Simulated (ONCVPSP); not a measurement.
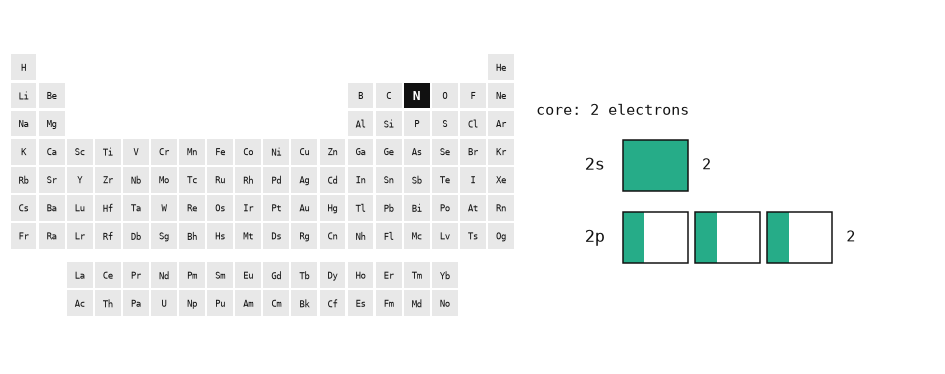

*Left, the place of nitrogen in the periodic table; right, the valence shells of the reference configuration: a box for each of the 2l + 1 orbitals, shaded by the share of the shell that is filled, with the electron count at the right. The shells are those of the unaltered input.*

## Pseudopotential generation for N

- system: nitrogen (N, Z = 7), core [He], reference valence 2s2 2p2 (an ion of charge +1), valence charge 5. (This line and the method describe the unaltered input from which the odd one was made.)
- method: ONCV potential, PW91, scalar-relativistic, made with ONCVPSP 4.0.1

### The input
```
# ATOM AND REFERENCE CONFIGURATION
# atsym  z   nc   nv     iexc    psfile
  N 7.00    1    2  -109134      upf
#
#   n    l    f
    1    0    2.00
    2    0    2.00
    2    1    2.00
#
# PSEUDOPOTENTIAL AND OPTIMIZATION
# lmax
    1
#
#   l,   rc,      ep,       ncon, nbas, qcut
    0    1.05    0.00    4    7    7.40
    1    1.70    0.00    5    8    8.50
#
# LOCAL POTENTIAL
# lloc, lpopt,  rc(5),   dvloc0
    4    5    1.00    1.00
#
# VANDERBILT-KLEINMAN-BYLANDER PROJECTORs
# l, nproj, debl
    0    2    2.10
    1    2    1.20
#
# MODEL CORE CHARGE
# icmod, fcfact, rcfact
    0    0.00    0.00
#
# LOG DERIVATIVE ANALYSIS
# epsh1, epsh2, depsh
   -3.00    5.00    0.00
#
# OUTPUT GRID
# rlmax, drl
    6.00    0.01
#
# TEST CONFIGURATIONS
# ncnf
    4
# nvcnf
#   n    l    f
    2
    2    0    2.00
    2    1    3.00
#
    2
    2    0    2.00
    2    1    1.00
#
    2
    2    0    2.00
    2    1    0.00
#
    2
    2    0    1.00
    2    1    0.00
#
```

Hardware: 1 CPU thread, shared host.

Run as:
```bash
oncvpsp.x < N.dat > N.out
```

### The program's output (extracts)
```
ONCVPSP  (Optimized Norm-Conservinng Vanderbilt PSeudopotential)
scalar-relativistic version 4.0.1

#   n    l    f        energy (Ha)
    1    0    2.00    -1.4775996E+01
    2    0    2.00    -1.1952318E+00
    2    1    2.00    -7.6364232E-01

Reference configufation results
  iterations    23
  all-electron total energy (Ha)   -5.39925321D+01

Begin loop to  construct optimized pseudo wave functions
and semi-local pseudopoentials for all angular momenta

   Wellstate for l =  0  n =  4
     eigenvalue =   0.9048
     asymptotic potential =   1.4048
     half-point radius =  4.1600

Calculating optimized projector #   1

 for l=   0

    Fraction of norm inside rc  0.408742
    Optimizing pswf for qcut=   7.41 a_B^-1,  ecut=  27.43 Ha
    Residual kinetic energy error=  7.64D-04 Ha

    Energy error per electron        Cutoff
         Ha          eV             Ha
         0.01000     0.27211       17.81
         0.00100     0.02721       26.35
         0.00010     0.00272       88.46
         0.00001     0.00027      112.34

Calculating optimized projector #   2

 for l=   0

    Fraction of norm inside rc  0.059427
    Optimizing pswf for qcut=   7.41 a_B^-1,  ecut=  27.43 Ha
    Residual kinetic energy error=  3.08D-04 Ha

    Energy error per electron        Cutoff
         Ha          eV             Ha
         0.01000     0.27211       13.42
         0.00100     0.02721       23.37
         0.00010     0.00272       32.38
         0.00001     0.00027       88.88

   Wellstate for l =  1  n =  4
     eigenvalue =   0.4364
     asymptotic potential =   0.9364
     half-point radius =  6.3734

Calculating optimized projector #   1

 for l=   1

    Fraction of norm inside rc  0.783523
    Optimizing pswf for qcut=   8.51 a_B^-1,  ecut=  36.22 Ha
    Residual kinetic energy error=  3.30D-06 Ha

    Energy error per electron        Cutoff
         Ha          eV             Ha
         0.01000     0.27211       19.39
         0.00100     0.02721       25.61
         0.00010     0.00272       30.26
         0.00001     0.00027       34.37

Calculating optimized projector #   2

 for l=   1

    Fraction of norm inside rc  0.063652
    Optimizing pswf for qcut=   8.51 a_B^-1,  ecut=  36.22 Ha
    Residual kinetic energy error=  4.66D-06 Ha

    Energy error per electron        Cutoff
         Ha          eV             Ha
         0.01000     0.27211       16.19
         0.00100     0.02721       23.77
         0.00010     0.00272       29.67
         0.00001     0.00027       34.67

Construct Vanderbilt / Kleinmman-Bylander projectors

B matrix Hermiticity error, ll=   0
   1   2   -8.8942E-05

  Orthonormal projector coefficients  8.4403E+00  1.3355E+00

B matrix Hermiticity error, ll=   1
   1   2   -3.3296E-05

  Orthonormal projector coefficients -3.2574E+00 -8.0015E-01

Pseudoatom total energy   -9.141931

Diagnostic tests using Vanderbilt-Kleinman-Bylander pseudopotentials
  1 or more projectors used as specified by nproj input data

   l    rcore       rmatch      e in        delta e   norm test  slope test

   0   1.0519859   1.0839265  -1.1952318  -0.0000121   1.0000435   1.0000970
   0   1.0519859   1.0839265   0.9047682   0.0000068   1.0001672   1.0001672

   1   1.7078368   1.7596904  -0.7636423  -0.0000022   1.0000309   1.0000405
   1   1.7078368   1.7596904   0.4363577   0.0000039   1.0000830   1.0000830

 Testing for bound ghosts
   n   l    E NL Schr. Eq   E Basis Diag.   E Cutoff

   1   0       -1.195244       -1.177021    168.80

   2   1       -0.763645       -0.763085    103.71

 Testing for highly-localized positive-energy ghosts
       l    <radius>/rc     E Basis Diag.   E Cutoff

Test configuration 0

   n   l     f        eae           eps        diff
   1   0  2.0000  -14.77599602
   2   0  2.0000   -1.19523176   -1.19524383   -1.21D-05
   2   1  2.0000   -0.76364232   -0.76364453   -2.21D-06

    Total energies and differences
      AE_ref= -5.39925321D+01  AE_tst= -5.39925321D+01  dif=  0.00D+00
      PS_ref= -9.14193126D+00  PS_tst= -9.14193126D+00  dif= -3.55D-15
      PSP excitation error=  3.55D-15

Test configuration 1

   n   l     f        eae           eps        diff
   1   0  2.0000  -14.15143588
   2   0  2.0000   -0.68457419   -0.68397344    6.01D-04
   2   1  3.0000   -0.26308886   -0.26387261   -7.84D-04

    Total energies and differences
      AE_ref= -5.39925321D+01  AE_tst= -5.44949695D+01  dif= -5.02D-01
      PS_ref= -9.14193126D+00  PS_tst= -9.64506977D+00  dif= -5.03D-01
      PSP excitation error=  7.01D-04

Test configuration 2

   n   l     f        eae           eps        diff
   1   0  2.0000  -15.59258183
   2   0  2.0000   -1.80939749   -1.80699524    2.40D-03
   2   1  1.0000   -1.38248317   -1.37547415    7.01D-03

    Total energies and differences
      AE_ref= -5.39925321D+01  AE_tst= -5.29284933D+01  dif=  1.06D+00
      PS_ref= -9.14193126D+00  PS_tst= -8.08058105D+00  dif=  1.06D+00
      PSP excitation error=  2.69D-03

Test configuration 3

   n   l     f        eae           eps        diff
   1   0  2.0000  -16.58451689
   2   0  2.0000   -2.50652202   -2.49330876    1.32D-02

    Total energies and differences
      AE_ref= -5.39925321D+01  AE_tst= -5.11943377D+01  dif=  2.80D+00
      PS_ref= -9.14193126D+00  PS_tst= -6.36257726D+00  dif=  2.78D+00
      PSP excitation error=  1.88D-02

Test configuration 4

   n   l     f        eae           eps        diff
   1   0  2.0000  -17.65256026
   2   0  1.0000   -3.22097841   -3.19792884    2.30D-02

    Total energies and differences
      AE_ref= -5.39925321D+01  AE_tst= -4.83316004D+01  dif=  5.66D+00
      PS_ref= -9.14193126D+00  PS_tst= -3.51723106D+00  dif=  5.62D+00
      PSP excitation error=  3.62D-02
```

### Outcome

- outcome: generated
- ghost flags of the generator: 0 GHOST(-), 0 GHOST(+)
- largest excitation error printed: 990 meV
- wall time: 1.9 s

### What is odd here

The input is odd on purpose: depsh set to zero. The program ran to the end. The all-electron atom is untouched: its total energy equals that from the unaltered input (−53.9925 Ha). The pseudo-atom's energy and ghost flags in the reference configuration are also those from the unaltered input, so the oddity leaves no trace there. This setting only spaces or bounds the energies of the logarithmic derivatives; it doesn't enter the potential.
